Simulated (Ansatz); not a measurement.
Input

```
crystal:
  periodic: [false, false, false]
  atoms:
    - { symbol: Al, position_ang: [0.0, 0.0, 0.0] }
    - { symbol: O, position_ang: [0.0, 0.0, 2.13] }
    - { symbol: H, position_ang: [-0.9095, -0.2814, 2.4671] }
    - { symbol: F, position_ang: [1.4635, 0.0, -0.845] }
    - { symbol: H, position_ang: [-1.351, 0.0, -0.78] }
    - { symbol: F, position_ang: [0.0892, 1.8864, 0.6275] }
    - { symbol: H, position_ang: [0.0593, 1.2535, 1.7062] }
basis:
  gaussian: { orbitals: def2-SVP }
hamiltonian:
  xc: pbe0
  dispersion: d4
relax:
  f_tol: 0.15
  max_steps: 25
  restrain:
    - { distance: [0, 5], at: 2.89, k: 30.0 }
    - { distance: [6, 1], at: 2.21, k: 30.0 }
    - { distance: [0, 1], at: 1.78, k: 30.0 }
    - { distance: [6, 5], at: 0.92, k: 30.0 }
output:
  orbitals: {}
```

Run with:

```sh
ansatz run input.yaml --threads 2 --pin off --max-ram 3072MiB --backend cpu --events-out ev --progress --plain --runs-dir out
```

The fields are those of the run's last geometry, not of the input's.

Not at a stationary point (largest force 1.1 eV/Å).

The calculation used Ansatz, RKS PBE0-D4/def2-SVP.

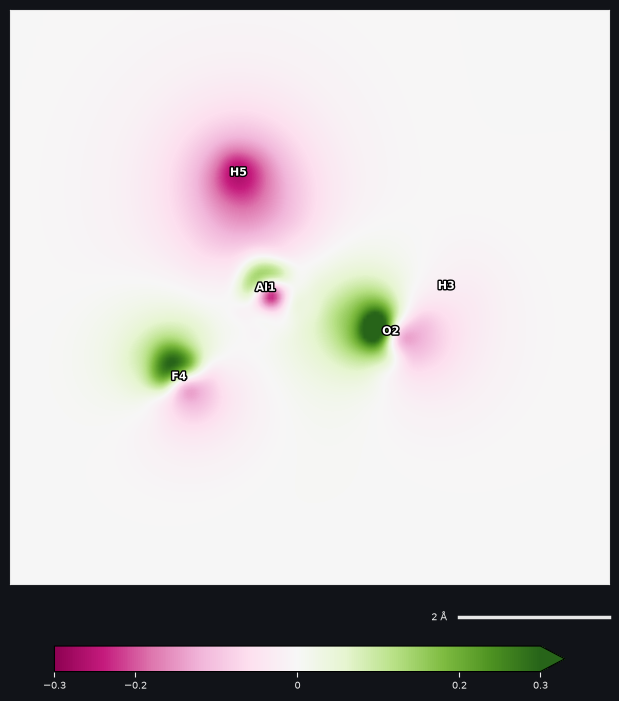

AlFH2O···HF. The HOMO−1 on the plane of atoms O2, Al1 and H5 (values in Å⁻³ᐟ²; the overall sign is arbitrary).

**Where does this orbital lie, and at what energy?**

Its weight (Hirshfeld) is mainly on O2 (about 70 %); largely a lone pair of O2. Its energy is −9.47 eV.
